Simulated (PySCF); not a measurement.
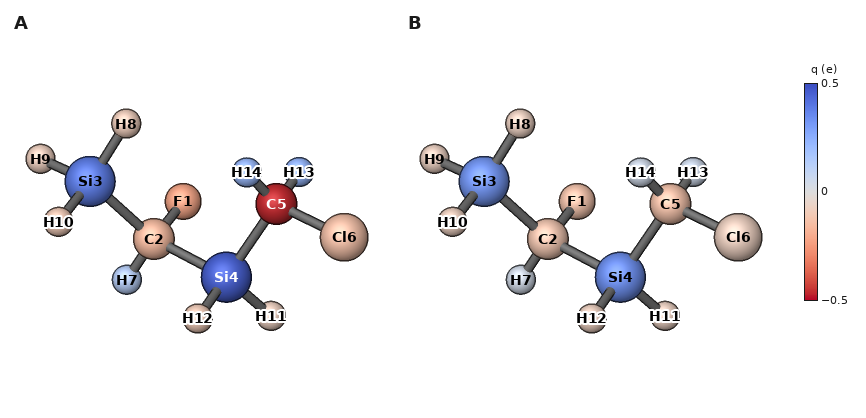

Atomic charges of one calculation by 2 schemes, on one colour scale. The computed structure is the end point of a GFN2-xTB optimisation. No frequency run is at hand to confirm it as a minimum. Level of theory: PBE0/pcSseg-1 (PySCF 2.14.0).

### The schemes are ESP-fitted, Hirshfeld. Which panel shows which?

A ESP-fitted, B Hirshfeld.

List the charges (e), one line for each set of equivalent atoms.

```csv
atom,ESP-fitted,Hirshfeld
F1,−0.21,−0.12
C2,−0.15,−0.11
Si3,0.38,0.31
Si4,0.45,0.33
C5,−0.46,−0.13
Cl6,−0.13,−0.07
H7,0.12,0.04
H8,−0.09,−0.07
H9,−0.08,−0.07
H10,−0.10,−0.07
H11,−0.07,−0.07
H12,−0.09,−0.07
H13,0.22,0.05
H14,0.20,0.05
```

The geometry is semi-empirical. Around Si such bond lengths and angles can be off by a tenth of an ångström or more and by several degrees, and values that hang on the shape move with them.
